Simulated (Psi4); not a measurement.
**MP2.5/LANL2DZ (Cholesky decomposition, core potential, Cartesian functions) run of CH3NSn (Sn(CN)H3)**

What is the energy difference between two shapes of CH3NSn (Sn(CN)H3) at MP2.5/LANL2DZ (Cholesky decomposition, core potential, Cartesian functions)? 

Program for the calculation: Psi4 1.11.

8 further runs of the same task are left out: 2 that didn't finish, 6 set aside as unsound or not needed.

### 1 The system as given

The species is CH3NSn (6 atoms), meant as a singlet with charge 0. As SMILES, `[H][Sn]([H])([H])[C]#N`. The shape comes from GFN2-xTB, which is rough for such elements, and wasn't checked as a minimum.

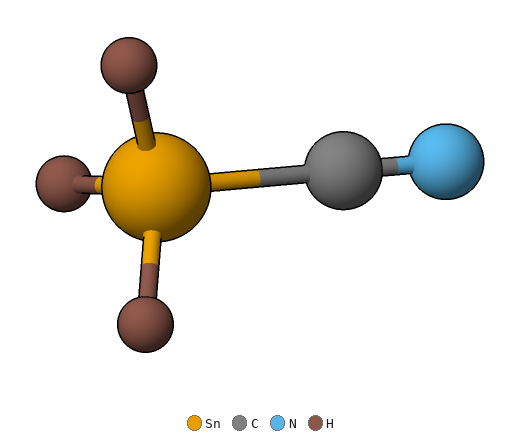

The structure, seen from a chosen angle (tin amber, carbon grey, nitrogen blue, hydrogen brown).

### 2 A single-point energy at MP2.5/LANL2DZ (Cholesky decomposition, core potential, Cartesian functions)

Input file run.py:

```python
import psi4

psi4.set_memory(1600000000)
psi4.set_num_threads(1)
psi4.set_output_file('output.dat', False)

geom = psi4.geometry("""
0 1
Sn    -0.010460    -0.006080    -0.642850
C      0.020990     0.015810     1.442250
N      0.043070     0.024080     2.584360
H      1.562680    -0.004980    -1.151110
H     -0.812930     1.354320    -1.132680
H     -0.803360    -1.383140    -1.099970
symmetry c1
""")

psi4.set_options({
    'basis': 'LANL2DZ',
    'scf_type': 'cd',
    'num_frozen_docc': 0,
    'mp_type': 'conv',
})

e_tot = psi4.energy('mp2.5', molecule=geom)
print('E =', round(e_tot, 9))
```

Launch:

```bash
$ python run.py
```

output.dat:

```text
[...]
    !!!  WARNING: ECP capability is in beta. Please check occupations closely.  !!!
[...]
  Running in c1 symmetry.
[...]
  Nuclear repulsion =   40.466851321882494
[...]
  Multiplicity = 1
[...]
  Nalpha       = 10
  Nbeta        = 10
[...]
    Number of basis functions: 32
[...]
   @RHF iter   1:   -97.16628243471116   -1.32527e+00   9.73574e-03 ADIIS/DIIS
[...]
   @RHF iter  11:   -97.23079084952241   -3.65219e-12   8.79018e-09 DIIS
[...]
    Orbital Energies [Eh]
    ---------------------
    Doubly Occupied:
       1A    -15.603040     2A    -11.268571     3A     -1.251990
       4A     -0.759329     5A     -0.608545     6A     -0.526619
       7A     -0.509372     8A     -0.509266     9A     -0.470378
      10A     -0.470323
[...]
  @RHF Final Energy:   -97.23079084952241
   => Energetics <=
    Nuclear Repulsion Energy =             40.4668513218824941
    One-Electron Energy =                -211.4404195334967085
    Two-Electron Energy =                  73.7427773620918003
    Total Energy =                        -97.2307908495224069
[...]
 Multipole Moments:
 ------------------------------------------------------------------------------------
     Multipole            Electronic (a.u.)      Nuclear  (a.u.)        Total (a.u.)
 ------------------------------------------------------------------------------------
 L = 1.  Multiply by 2.5417464519 to convert [e a0] to [Debye]
 Dipole X            :         -0.7704904            0.7423661           -0.0281243
 Dipole Y            :         -0.4641728            0.4478914           -0.0162814
 Dipole Z            :        -47.8685070           46.1355212           -1.7329858
 Magnitude           :                                                    1.7332904
[...]
	SCS-MP2 Total Energy (a.u.)        :   -97.48076850859708
	SOS-MP2 Total Energy (a.u.)        :   -97.48041619439319
	SCSN-MP2 Total Energy (a.u.)       :   -97.33403736243577
[...]
	SOS-PI-MP2 Total Energy (a.u.)     :   -97.49961814399862
[...]
	MP2 Total Energy (a.u.)            :   -97.48147313700488
[...]
```

Standard output:

```text
E = -97.480554148
```

It took 2.1 s on 1 thread of Intel Xeon at 2.80GHz (Skylake/Cascade Lake), shared host; peak memory 0.2 GiB.

### 3 The distorted shape

Input file job.inp:

```
memory 1600 MB

molecule {
  0 1
  Sn     0.014347    -0.001045    -0.742060
  C     -0.054043    -0.043989     1.594261
  N     -0.052033     0.070318     2.644582
  H      1.453741    -0.058754    -1.160488
  H     -0.982610     1.267584    -1.243533
  H     -0.718270    -1.561074    -1.206367
  units angstrom
  symmetry c1
}

set basis LANL2DZ
set scf_type cd
set num_frozen_docc 0
set mp_type conv

result = energy("mp2.5")
```

Launch:

```bash
$ psi4 job.inp job.out -n 1
```

job.out:

```text
[...]
    !!!  WARNING: ECP capability is in beta. Please check occupations closely.  !!!
[...]
  Running in c1 symmetry.
[...]
  Nuclear repulsion =   40.896888984593659
[...]
  Multiplicity = 1
[...]
  Nalpha       = 10
  Nbeta        = 10
[...]
    Number of basis functions: 32
[...]
   @RHF iter   1:   -97.09528225981006   -1.22905e+00   1.07665e-02 DIIS/ADIIS
[...]
   @RHF iter  11:   -97.17085916268304   -1.30740e-12   2.85523e-09 DIIS
[...]
    Orbital Energies [Eh]
    ---------------------
    Doubly Occupied:
       1A    -15.560056     2A    -11.245049     3A     -1.278384
       4A     -0.733643     5A     -0.579426     6A     -0.525508
       7A     -0.504733     8A     -0.502863     9A     -0.492748
      10A     -0.466515
[...]
  @RHF Final Energy:   -97.17085916268304
   => Energetics <=
    Nuclear Repulsion Energy =             40.8968889845936587
    One-Electron Energy =                -212.3576473810343259
    Two-Electron Energy =                  74.2898992337576232
    Total Energy =                        -97.1708591626830440
[...]
 Multipole Moments:
 ------------------------------------------------------------------------------------
     Multipole            Electronic (a.u.)      Nuclear  (a.u.)        Total (a.u.)
 ------------------------------------------------------------------------------------
 L = 1.  Multiply by 2.5417464519 to convert [e a0] to [Debye]
 Dipole X            :          1.9182437           -1.6834946            0.2347491
 Dipole Y            :          0.4486119           -0.2361712            0.2124408
 Dipole Z            :        -52.0734892           49.8773388           -2.1961503
 Magnitude           :                                                    2.2188543
[...]
	SCS-MP2 Total Energy (a.u.)        :   -97.40608319709344
	SOS-MP2 Total Energy (a.u.)        :   -97.40659635683673
	SCSN-MP2 Total Energy (a.u.)       :   -97.26389524732546
[...]
	SOS-PI-MP2 Total Energy (a.u.)     :   -97.42472998715624
[...]
	MP2 Total Energy (a.u.)            :   -97.40505687760684
[...]
```

Wall time 2 s (1 thread of Intel Xeon at 2.80GHz (Skylake/Cascade Lake), shared host); peak memory 0.2 GiB.

### 4 What came out

Level: MP2.5/LANL2DZ (Cholesky decomposition, core potential, Cartesian functions).

| quantity | value |
| --- | --- |
| first shape: total energy | -97.48055 Eh |
| first shape: HOMO energy (Hartree–Fock orbitals) | -12.80 eV |
| first shape: LUMO energy (Hartree–Fock orbitals) | 2.65 eV |
| first shape: HOMO–LUMO gap (Hartree–Fock orbitals) | 15.45 eV |
| first shape: correlation energy | -249.8 mEh |
| distorted shape: total energy | -97.40814 Eh |
| distorted shape: HOMO energy (Hartree–Fock orbitals) | -12.69 eV |
| distorted shape: LUMO energy (Hartree–Fock orbitals) | 1.98 eV |
| distorted shape: HOMO–LUMO gap (Hartree–Fock orbitals) | 14.67 eV |
| distorted shape: correlation energy | -237.3 mEh |
| energy change with the atoms displaced | 1.970 eV |

What this shows: With the atoms displaced the energy rises by 1.97 eV (190 kJ/mol). The first shape isn't relaxed at this level, so the change isn't measured from a minimum.
